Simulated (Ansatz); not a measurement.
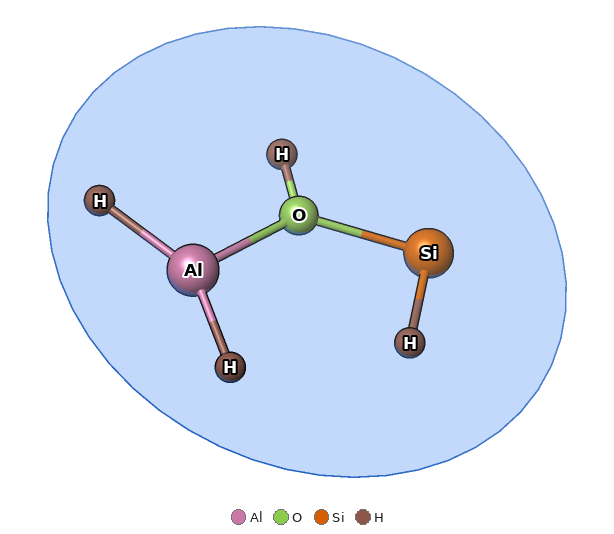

All proper rotation axes (lines) and mirror planes (discs) of the structure are drawn in. Atoms fade into the background with distance from the viewer. State: charge +1, singlet. The computed structure is the end point of a PBE0-D4/def2-TZVP optimisation. No frequency run is at hand to confirm it as a minimum.

Name the symmetry elements and the point group.

It has 1 mirror plane. Point group Cs. The group has 2 operations. The geometry is achiral, and symmetry allows a dipole moment.
